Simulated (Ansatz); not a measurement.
**C3H7FSSi: two geometries relaxed**

Are the two ends of the rotation by 120° about the Si5–S6 bond separate minima, and which lies lower? Each is relaxed from a guess. SMILES of the start: CC1(F)C[SiH]1S.

Program: Ansatz 0.2.0. Level of theory: RKS PBE0-D4/6-31G. These are calculated values, not measurements.

## 1. The system as given

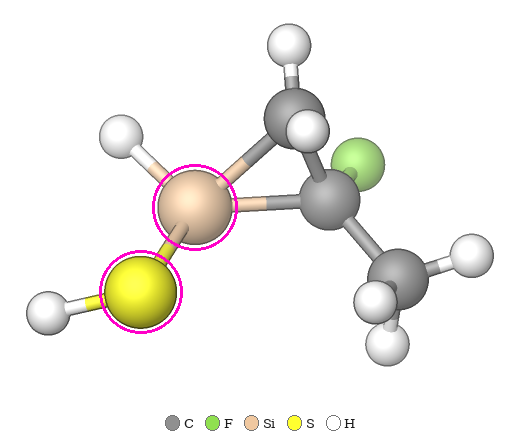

The starting structure, seen from a chosen angle (carbon grey, fluorine green, silicon light orange, sulfur yellow, hydrogen white). Ringed: Si5, S6.

As a file:

```xyz
13

C    -0.1483   -1.6966   -0.4133
C     0.6891   -0.4678   -0.2404
F     1.9237   -0.6215   -0.8244
C     0.7668    0.2541    1.0673
Si   -0.0163    1.2158   -0.3986
S    -2.0903    1.4779    0.0227
H     0.3437   -2.5483   -0.0637
H    -0.3820   -1.7833   -1.4936
H    -1.1392   -1.5611    0.1635
H     1.6340    0.6347    1.4609
H    -0.0393   -0.0300    1.8477
H     0.7927    2.4840   -0.4058
H    -2.3144    2.6075   -0.7077
```

## 2. Relaxing end A

Contents of input.yaml:

```yaml
crystal:
  periodic: [false, false, false]
  atoms:
    - { symbol: C, position_ang: [-0.1483, -1.6966, -0.4133] }
    - { symbol: C, position_ang: [0.6891, -0.4678, -0.2404] }
    - { symbol: F, position_ang: [1.9237, -0.6215, -0.8244] }
    - { symbol: C, position_ang: [0.7668, 0.2541, 1.0673] }
    - { symbol: Si, position_ang: [-0.0163, 1.2158, -0.3986] }
    - { symbol: S, position_ang: [-2.0903, 1.4779, 0.0227] }
    - { symbol: H, position_ang: [0.3437, -2.5483, -0.0637] }
    - { symbol: H, position_ang: [-0.382, -1.7833, -1.4936] }
    - { symbol: H, position_ang: [-1.1392, -1.5611, 0.1635] }
    - { symbol: H, position_ang: [1.634, 0.6347, 1.4609] }
    - { symbol: H, position_ang: [-0.0393, -0.03, 1.8477] }
    - { symbol: H, position_ang: [0.7927, 2.484, -0.4058] }
    - { symbol: H, position_ang: [-2.3144, 2.6075, -0.7077] }
basis:
  gaussian: { orbitals: "6-31G" }
hamiltonian:
  xc: pbe0
  dispersion: d4
relax:
  f_tol: 0.015
  max_steps: 40
output:
  orbitals: {}
```

Run with:

```sh
ansatz run input.yaml --threads 1 --pin off --max-ram 2048MiB --backend cpu --events-out ev --progress --plain --runs-dir out
```

Output (excerpt; [...] marks lines left out):

```text
Warning: RAYON_NUM_THREADS=1 ignored (pool sized by the plan → 1); use --threads N
[...]
Functional definition: PBE0
[...]
1038 factors; integrals over basis functions are off by at most 1.9e-4 eV
[...]
mean field -24636.04446353 eV, -905.3579351240 hartree, gradient 7.1e-5 eV, S^2 0.000000; 0 other end points of the search recorded, 0 dependent functions left out
[...]
reference -24636.04448769 eV, -905.3579360117 hartree; 32, 32 occupied and 44, 44 virtual orbitals, 1038 factors
relax step   1: F+E_penalty+E_count = -24636.32754046 eV  Δ(F+E_penalty+E_count) = +0.000e0 eV  max|allowed force component| = 4.425e0 eV/Å  Δτ_max = 0.0000 Å  (25 SCF iters, accepted)
[...]
relax step   4: F+E_penalty+E_count = -24637.20975695 eV  Δ(F+E_penalty+E_count) = -3.414e-2 eV  max|allowed force component| = 3.892e-1 eV/Å  Δτ_max = 0.1211 Å  (27 SCF iters, accepted)
[...]
relax step   7: F+E_penalty+E_count = -24637.25376679 eV  Δ(F+E_penalty+E_count) = -2.237e-2 eV  max|allowed force component| = 9.930e-2 eV/Å  Δτ_max = 0.0980 Å  (28 SCF iters, accepted)
[...]
relax step  10: F+E_penalty+E_count = -24637.26212903 eV  Δ(F+E_penalty+E_count) = -2.859e-3 eV  max|allowed force component| = 6.619e-2 eV/Å  Δτ_max = 0.0741 Å  (27 SCF iters, accepted)
[...]
relax step  13: F+E_penalty+E_count = -24637.26359464 eV  Δ(F+E_penalty+E_count) = -2.134e-4 eV  max|allowed force component| = 1.223e-2 eV/Å  Δτ_max = 0.0223 Å  (27 SCF iters, accepted)
[...]
1038 factors; integrals over basis functions are off by at most 1.6e-4 eV
mean field -24636.98955551 eV, -905.3926666136 hartree, gradient 7.1e-5 eV, S^2 0.000000; 1 other end points of the search recorded, 0 dependent functions left out
[...]
reference -24636.98958073 eV, -905.3926675404 hartree; 32, 32 occupied and 44, 44 virtual orbitals, 1038 factors
Total energy: -24637.26372994 eV, -905.4027423380 hartree
Atom 0 at    -0.241762    -1.562606    -0.460268 Å, force     0.000066     0.000996    -0.000527 eV/Å
Atom 1 at     0.644565    -0.382293    -0.217429 Å, force     0.004372     0.000848     0.001414 eV/Å
Atom 2 at     1.903786    -0.539987    -0.872468 Å, force    -0.001135    -0.001499    -0.000890 eV/Å
Atom 3 at     0.792209     0.196517     1.185929 Å, force    -0.004609    -0.002136     0.000487 eV/Å
Atom 4 at     0.051375     1.436393    -0.056626 Å, force     0.000310     0.000560     0.000267 eV/Å
Atom 5 at    -2.114241     1.825667     0.203711 Å, force    -0.001188     0.000304    -0.007418 eV/Å
Atom 6 at     0.193067    -2.463516    -0.009892 Å, force    -0.000260     0.000242     0.000305 eV/Å
Atom 7 at    -0.367087    -1.732924    -1.532833 Å, force    -0.000114    -0.000140     0.000165 eV/Å
Atom 8 at    -1.229208    -1.395269    -0.019529 Å, force     0.000405     0.000318     0.000068 eV/Å
Atom 9 at     1.813445     0.387621     1.507950 Å, force     0.000354     0.000347    -0.001309 eV/Å
Atom 10 at     0.164347    -0.236188     1.961488 Å, force     0.001674     0.000284     0.000359 eV/Å
Atom 11 at     0.890466     2.564249    -0.552993 Å, force    -0.001298    -0.000085     0.000568 eV/Å
Atom 12 at    -2.480761     1.867737    -1.122440 Å, force     0.001424    -0.000039     0.006509 eV/Å
Dipole moment:    -0.092008    -0.099838    -0.068457 e Å
```

Wall time 3.2 min (1 thread of Intel Xeon at 2.50GHz (Skylake/Cascade Lake), shared host); peak memory 0.23 GiB.

Relaxation path:

| step | energy from step 1 (eV) | largest force component (eV/Å) |
| --- | --- | --- |
| 1 | 0.0000 | 4.4249 |
| 2 | -0.7060 | 1.5004 |
| 3 | -0.8481 | 0.6225 |
| 4 | -0.8822 | 0.3892 |
| 5 | -0.9039 | 0.2862 |
| 6x | -0.8741 | 0.6160 |
| 7 | -0.9262 | 0.0993 |
| 8 | -0.9317 | 0.0538 |
| 9x | -0.9312 | 0.1969 |
| 10 | -0.9346 | 0.0662 |
| 11 | -0.9358 | 0.0588 |
| 12x | -0.9340 | 0.1941 |
| 13 | -0.9361 | 0.0122 |
| 14 | -0.9361 | 0.0185 |
| 15 | -0.9362 | 0.0074 |

Step 1 is the start. 3 steps were tried and not accepted (6, 9, 12; marked x where the table lists them).

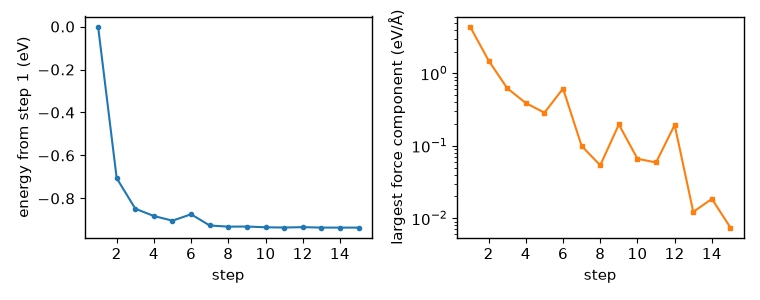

Energy and largest force along the relaxation.

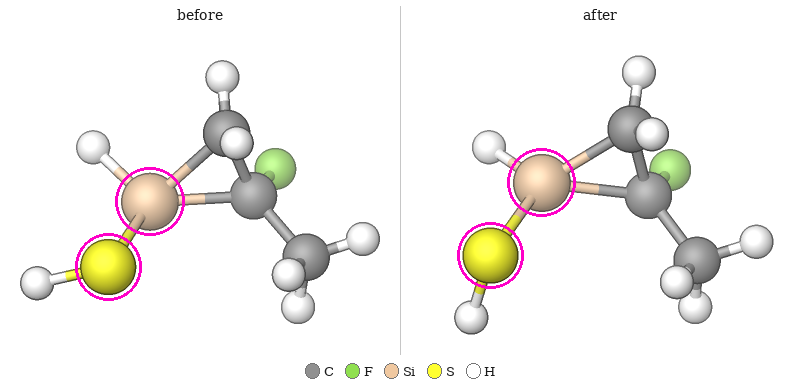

Before and after, at one scale.

After: Bond lengths: C1–C2 1.496 Å, C2–F3 1.428 Å, C2–C4 1.525 Å, C2–Si5 1.920 Å, C4–Si5 1.905 Å, Si5–S6 2.216 Å, C1–H7 1.097 Å, C1–H8 1.093 Å, C1–H9 1.094 Å, C4–H10 1.088 Å, C4–H11 1.088 Å, Si5–H12 1.491 Å, S6–H13 1.377 Å. Angles (14 of 25 angles, heavy atoms first): C1–C2–F3 111.2°, C1–C2–C4 120.4°, C1–C2–Si5 125.3°, F3–C2–C4 112.2°, F3–C2–Si5 114.5°, C4–C2–Si5 66.0°, C2–C4–Si5 67.0°, C2–Si5–C4 47.0°, C2–Si5–S6 118.6°, C4–Si5–S6 114.7°, C2–C1–H7 110.3°, C2–C1–H8 110.5°, C2–C1–H9 110.4°, C2–C4–H10 115.5°.

## 3. Relaxing end B

The second end starts from a geometry with the move made by hand.

Edit input.yaml of step 2 so:

```diff
@@ -15,3 +15,3 @@
     - { symbol: H, position_ang: [0.7927, 2.484, -0.4058] }
-    - { symbol: H, position_ang: [-2.3144, 2.6075, -0.7077] }
+    - { symbol: H, position_ang: [-2.55924, 0.29875, -0.47669] }
 basis:
@@ -24,3 +24 @@
   max_steps: 40
-output:
-  orbitals: {}
```

Run with:

```sh
ansatz run input.yaml --threads 1 --pin off --max-ram 2048MiB --backend cpu --events-out ev --progress --plain --runs-dir out
```

Output:

```text
Warning: RAYON_NUM_THREADS=1 ignored (pool sized by the plan → 1); use --threads N
The last accepted step is kept in <dir> (removed where the run ends without a failure and the disk answers)
Engine: ansatz 0.2.0, x86_64-unknown-linux-gnu
Functional definition: PBE0
  parameter a = 0.25
  parameter kappa = 0.804
  parameter beta = 0.06672455060314922
  exchange = (1 - a)*pbe_x(kappa = kappa, mu = beta*pi^2/3) + a*exact_x
  correlation = pbe_c(beta = beta)
1039 factors; integrals over basis functions are off by at most 1.9e-4 eV
mean field evaluation 1: about -24630.0485 eV, gradient 4.8e1 eV
mean field evaluation 2: about -24625.5589 eV, gradient 5.9e1 eV
mean field evaluation 4: about -24635.9969 eV, gradient 2.8e0 eV
mean field evaluation 8: about -24636.0103 eV, gradient 4.7e-2 eV
mean field -24636.01035477 eV, -905.3566816501 hartree, gradient 2.6e-5 eV, S^2 0.000000; 0 other end points of the search recorded, 0 dependent functions left out
the calculation of the forces begins
reference -24636.01037892 eV, -905.3566825379 hartree; 32, 32 occupied and 44, 44 virtual orbitals, 1039 factors
relax step   1: F+E_penalty+E_count = -24636.29839745 eV  Δ(F+E_penalty+E_count) = +0.000e0 eV  max|allowed force component| = 4.222e0 eV/Å  Δτ_max = 0.0000 Å  (25 SCF iters, accepted)
these checks for a lower state are left out or cut short: starts, cluster_reference, orbital_swaps, neighbouring_geometries, increment
1039 factors; integrals over basis functions are off by at most 1.7e-4 eV
mean field evaluation 16: about -24636.5038 eV, gradient 7.0e0 eV
mean field -24636.74774568 eV, -905.3837802665 hartree, gradient 8.0e-6 eV, S^2 0.000000; 0 other end points of the search recorded, 0 dependent functions left out
the calculation of the forces begins
reference -24636.74776995 eV, -905.3837811581 hartree; 32, 32 occupied and 44, 44 virtual orbitals, 1039 factors
relax step   2: F+E_penalty+E_count = -24637.02703973 eV  Δ(F+E_penalty+E_count) = -7.286e-1 eV  max|allowed force component| = 1.381e0 eV/Å  Δτ_max = 0.1931 Å  (27 SCF iters, accepted)
these checks for a lower state are left out or cut short: starts, cluster_reference, orbital_swaps, neighbouring_geometries, increment
1039 factors; integrals over basis functions are off by at most 1.6e-4 eV
mean field -24636.90633032 eV, -905.3896081445 hartree, gradient 2.2e-5 eV, S^2 0.000000; 0 other end points of the search recorded, 0 dependent functions left out
the calculation of the forces begins
reference -24636.90635535 eV, -905.3896090643 hartree; 32, 32 occupied and 44, 44 virtual orbitals, 1039 factors
relax step   3: F+E_penalty+E_count = -24637.18091881 eV  Δ(F+E_penalty+E_count) = -1.539e-1 eV  max|allowed force component| = 3.566e-1 eV/Å  Δτ_max = 0.1922 Å  (27 SCF iters, accepted)
these checks for a lower state are left out or cut short: starts, cluster_reference, orbital_swaps, neighbouring_geometries, increment
1039 factors; integrals over basis functions are off by at most 1.6e-4 eV
mean field evaluation 32: about -24636.9272 eV, gradient 8.0e-2 eV
mean field -24636.92724557 eV, -905.3903767658 hartree, gradient 8.7e-6 eV, S^2 0.000000; 0 other end points of the search recorded, 0 dependent functions left out
the calculation of the forces begins
reference -24636.92727060 eV, -905.3903776853 hartree; 32, 32 occupied and 44, 44 virtual orbitals, 1039 factors
relax step   4: F+E_penalty+E_count = -24637.20141461 eV  Δ(F+E_penalty+E_count) = -2.050e-2 eV  max|allowed force component| = 3.634e-1 eV/Å  Δτ_max = 0.1211 Å  (28 SCF iters, accepted)
these checks for a lower state are left out or cut short: starts, cluster_reference, orbital_swaps, neighbouring_geometries, increment
1039 factors; integrals over basis functions are off by at most 1.6e-4 eV
mean field -24636.93704431 eV, -905.3907368625 hartree, gradient 1.3e-5 eV, S^2 0.000000; 0 other end points of the search recorded, 0 dependent functions left out
the calculation of the forces begins
reference -24636.93706926 eV, -905.3907377797 hartree; 32, 32 occupied and 44, 44 virtual orbitals, 1039 factors
relax step   5: F+E_penalty+E_count = -24637.21137459 eV  Δ(F+E_penalty+E_count) = -9.960e-3 eV  max|allowed force component| = 3.533e-1 eV/Å  Δτ_max = 0.1280 Å  (27 SCF iters, accepted)
these checks for a lower state are left out or cut short: starts, cluster_reference, orbital_swaps, neighbouring_geometries, increment
1039 factors; integrals over basis functions are off by at most 1.6e-4 eV
mean field -24636.94798028 eV, -905.3911387522 hartree, gradient 1.4e-5 eV, S^2 0.000000; 0 other end points of the search recorded, 0 dependent functions left out
the calculation of the forces begins
reference -24636.94800521 eV, -905.3911396684 hartree; 32, 32 occupied and 44, 44 virtual orbitals, 1039 factors
relax step   6: F+E_penalty+E_count = -24637.22256102 eV  Δ(F+E_penalty+E_count) = -1.119e-2 eV  max|allowed force component| = 2.528e-1 eV/Å  Δτ_max = 0.0517 Å  (26 SCF iters, accepted)
these checks for a lower state are left out or cut short: starts, cluster_reference, orbital_swaps, neighbouring_geometries, increment
1039 factors; integrals over basis functions are off by at most 1.6e-4 eV
mean field -24636.96444753 eV, -905.3917439124 hartree, gradient 1.4e-5 eV, S^2 0.000000; 0 other end points of the search recorded, 0 dependent functions left out
the calculation of the forces begins
reference -24636.96447262 eV, -905.3917448345 hartree; 32, 32 occupied and 44, 44 virtual orbitals, 1039 factors
relax step   7: F+E_penalty+E_count = -24637.24072092 eV  Δ(F+E_penalty+E_count) = -1.816e-2 eV  max|allowed force component| = 1.716e-1 eV/Å  Δτ_max = 0.2000 Å  (28 SCF iters, accepted)
these checks for a lower state are left out or cut short: starts, cluster_reference, orbital_swaps, neighbouring_geometries, increment
1039 factors; integrals over basis functions are off by at most 1.6e-4 eV
mean field evaluation 64: about -24636.9732 eV, gradient 2.3e-5 eV
mean field -24636.97318893 eV, -905.3920651531 hartree, gradient 2.3e-5 eV, S^2 0.000000; 0 other end points of the search recorded, 0 dependent functions left out
the calculation of the forces begins
reference -24636.97321397 eV, -905.3920660733 hartree; 32, 32 occupied and 44, 44 virtual orbitals, 1039 factors
relax step   8: F+E_penalty+E_count = -24637.25066567 eV  Δ(F+E_penalty+E_count) = -9.945e-3 eV  max|allowed force component| = 1.265e-1 eV/Å  Δτ_max = 0.1148 Å  (26 SCF iters, accepted)
these checks for a lower state are left out or cut short: starts, cluster_reference, orbital_swaps, neighbouring_geometries, increment
1039 factors; integrals over basis functions are off by at most 1.7e-4 eV
mean field -24636.98214159 eV, -905.3923941570 hartree, gradient 6.7e-6 eV, S^2 0.000000; 0 other end points of the search recorded, 0 dependent functions left out
the calculation of the forces begins
reference -24636.98216667 eV, -905.3923950787 hartree; 32, 32 occupied and 44, 44 virtual orbitals, 1039 factors
relax step   9: F+E_penalty+E_count = -24637.25787201 eV  Δ(F+E_penalty+E_count) = -7.206e-3 eV  max|allowed force component| = 2.587e-1 eV/Å  Δτ_max = 0.1470 Å  (27 SCF iters, accepted)
these checks for a lower state are left out or cut short: starts, cluster_reference, orbital_swaps, neighbouring_geometries, increment
1039 factors; integrals over basis functions are off by at most 1.7e-4 eV
mean field -24636.98684167 eV, -905.3925668818 hartree, gradient 2.2e-5 eV, S^2 0.000000; 0 other end points of the search recorded, 0 dependent functions left out
the calculation of the forces begins
reference -24636.98686672 eV, -905.3925678026 hartree; 32, 32 occupied and 44, 44 virtual orbitals, 1039 factors
relax step  10: F+E_penalty+E_count = -24637.26174594 eV  Δ(F+E_penalty+E_count) = -3.874e-3 eV  max|allowed force component| = 1.151e-1 eV/Å  Δτ_max = 0.0720 Å  (26 SCF iters, accepted)
these checks for a lower state are left out or cut short: starts, cluster_reference, orbital_swaps, neighbouring_geometries, increment
1039 factors; integrals over basis functions are off by at most 1.8e-4 eV
mean field -24636.98851464 eV, -905.3926283626 hartree, gradient 1.2e-5 eV, S^2 0.000000; 0 other end points of the search recorded, 0 dependent functions left out
the calculation of the forces begins
reference -24636.98853969 eV, -905.3926292831 hartree; 32, 32 occupied and 44, 44 virtual orbitals, 1039 factors
relax step  11: F+E_penalty+E_count = -24637.26264687 eV  Δ(F+E_penalty+E_count) = -9.009e-4 eV  max|allowed force component| = 6.646e-2 eV/Å  Δτ_max = 0.0945 Å  (27 SCF iters, accepted)
these checks for a lower state are left out or cut short: starts, cluster_reference, orbital_swaps, neighbouring_geometries, increment
1039 factors; integrals over basis functions are off by at most 1.8e-4 eV
mean field -24636.98938639 eV, -905.3926603988 hartree, gradient 2.0e-5 eV, S^2 0.000000; 0 other end points of the search recorded, 0 dependent functions left out
the calculation of the forces begins
reference -24636.98941144 eV, -905.3926613191 hartree; 32, 32 occupied and 44, 44 virtual orbitals, 1039 factors
relax step  12: F+E_penalty+E_count = -24637.26358784 eV  Δ(F+E_penalty+E_count) = -9.410e-4 eV  max|allowed force component| = 3.236e-2 eV/Å  Δτ_max = 0.0262 Å  (26 SCF iters, accepted)
these checks for a lower state are left out or cut short: starts, cluster_reference, orbital_swaps, neighbouring_geometries, increment
1039 factors; integrals over basis functions are off by at most 1.8e-4 eV
mean field evaluation 96: about -24636.9894 eV, gradient 2.1e-5 eV
mean field -24636.98936779 eV, -905.3926597150 hartree, gradient 2.0e-5 eV, S^2 0.000000; 0 other end points of the search recorded, 0 dependent functions left out
the calculation of the forces begins
reference -24636.98939285 eV, -905.3926606359 hartree; 32, 32 occupied and 44, 44 virtual orbitals, 1039 factors
relax step  13: F+E_penalty+E_count = -24637.26356836 eV  Δ(F+E_penalty+E_count) = +1.948e-5 eV  max|allowed force component| = 5.218e-2 eV/Å  Δτ_max = 0.0181 Å  (27 SCF iters, rejected (line search))
these checks for a lower state are left out or cut short: starts, cluster_reference, orbital_swaps, neighbouring_geometries, increment
1039 factors; integrals over basis functions are off by at most 1.8e-4 eV
mean field -24636.98955527 eV, -905.3926666049 hartree, gradient 2.2e-5 eV, S^2 0.000000; 0 other end points of the search recorded, 0 dependent functions left out
the calculation of the forces begins
reference -24636.98958033 eV, -905.3926675256 hartree; 32, 32 occupied and 44, 44 virtual orbitals, 1039 factors
relax step  14: F+E_penalty+E_count = -24637.26375857 eV  Δ(F+E_penalty+E_count) = -1.707e-4 eV  max|allowed force component| = 1.217e-2 eV/Å  Δτ_max = 0.0087 Å  (22 SCF iters, accepted)
1039 factors; integrals over basis functions are off by at most 1.8e-4 eV
mean field -24636.98955527 eV, -905.3926666049 hartree, gradient 2.2e-5 eV, S^2 0.000000; 1 other end points of the search recorded, 0 dependent functions left out
the calculation of the forces begins
reference -24636.98958033 eV, -905.3926675256 hartree; 32, 32 occupied and 44, 44 virtual orbitals, 1039 factors
Total energy: -24637.26378363 eV, -905.4027443111 hartree
Atom 0 at    -0.078360    -1.783129    -0.337850 Å, force     0.008417    -0.001825    -0.000928 eV/Å
Atom 1 at     0.661451    -0.489545    -0.205149 Å, force    -0.008776    -0.000263     0.004227 eV/Å
Atom 2 at     1.905494    -0.532563    -0.904721 Å, force    -0.000561    -0.001676     0.000393 eV/Å
Atom 3 at     0.784679     0.191274     1.154041 Å, force     0.012067     0.005040    -0.002686 eV/Å
Atom 4 at    -0.152852     1.247221    -0.124675 Å, force    -0.012174    -0.003122    -0.001803 eV/Å
Atom 5 at    -2.340897     1.376757     0.202324 Å, force     0.006420    -0.000910    -0.001518 eV/Å
Atom 6 at     0.483221    -2.592889     0.144526 Å, force    -0.002085     0.001742    -0.001315 eV/Å
Atom 7 at    -0.222238    -2.036315    -1.391599 Å, force     0.001285     0.001696     0.001366 eV/Å
Atom 8 at    -1.061298    -1.710725     0.137260 Å, force    -0.002212     0.000784    -0.000002 eV/Å
Atom 9 at     1.784076     0.531717     1.416093 Å, force    -0.000120    -0.003030     0.002434 eV/Å
Atom 10 at     0.249151    -0.266691     1.982284 Å, force    -0.003460    -0.002860     0.000929 eV/Å
Atom 11 at     0.516732     2.438504    -0.719743 Å, force     0.002058     0.003743    -0.001760 eV/Å
Atom 12 at    -2.753798     1.283034    -1.107180 Å, force    -0.000858     0.000681     0.000663 eV/Å
Dipole moment:    -0.079546    -0.114504    -0.057325 e Å
```

Wall time 3.1 min (1 thread of Intel Xeon at 2.50GHz (Skylake/Cascade Lake), shared host); peak memory 0.23 GiB.

Relaxation path:

| step | energy from step 1 (eV) | largest force component (eV/Å) |
| --- | --- | --- |
| 1 | 0.0000 | 4.2218 |
| 2 | -0.7286 | 1.3813 |
| 3 | -0.8825 | 0.3566 |
| 4 | -0.9030 | 0.3634 |
| 5 | -0.9130 | 0.3533 |
| 6 | -0.9242 | 0.2528 |
| 7 | -0.9423 | 0.1716 |
| 8 | -0.9523 | 0.1265 |
| 9 | -0.9595 | 0.2587 |
| 10 | -0.9633 | 0.1151 |
| 11 | -0.9643 | 0.0665 |
| 12 | -0.9652 | 0.0324 |
| 13x | -0.9652 | 0.0522 |
| 14 | -0.9654 | 0.0122 |

Step 1 is the start. 1 step was tried and not accepted (13; marked x where the table lists them).

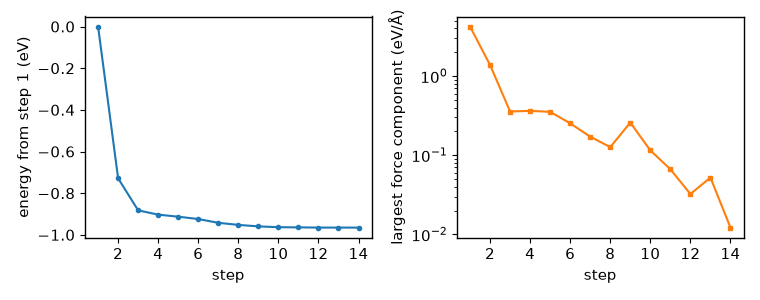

Energy and largest force along the relaxation.

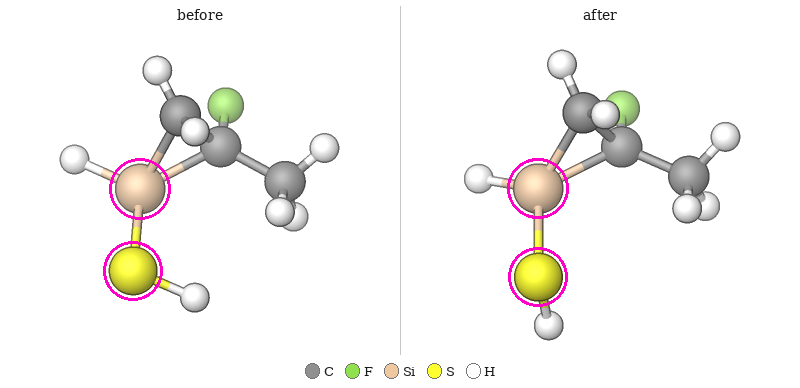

The structure before (left) and after (right), drawn at the same scale.

After: Bond lengths: C1–C2 1.496 Å, C2–F3 1.428 Å, C2–C4 1.525 Å, C2–Si5 1.920 Å, C4–Si5 1.905 Å, Si5–S6 2.216 Å, C1–H7 1.097 Å, C1–H8 1.093 Å, C1–H9 1.094 Å, C4–H10 1.088 Å, C4–H11 1.087 Å, Si5–H12 1.491 Å, S6–H13 1.376 Å. Angles (14 of 25 angles, heavy atoms first): C1–C2–F3 111.2°, C1–C2–C4 120.3°, C1–C2–Si5 125.2°, F3–C2–C4 112.3°, F3–C2–Si5 114.7°, C4–C2–Si5 66.0°, C2–C4–Si5 67.0°, C2–Si5–C4 47.0°, C2–Si5–S6 118.5°, C4–Si5–S6 114.8°, C2–C1–H7 110.2°, C2–C1–H8 110.5°, C2–C1–H9 110.4°, C2–C4–H10 115.4°.

## 4. What came out

```
                           quantity                     value
                              end A  11 moves, 0.936 eV lower
                              end B  12 moves, 0.965 eV lower
largest difference between the ends                    0.01 Å
            end B relative to end A                 -0.000 eV
```

**Reading.** Both starts fell into the same minimum (no atom differs by more than 0.01 Å), so from this start no second minimum was found and no band was run; another arrangement could still be one. In so small a basis the energies are only a sketch.
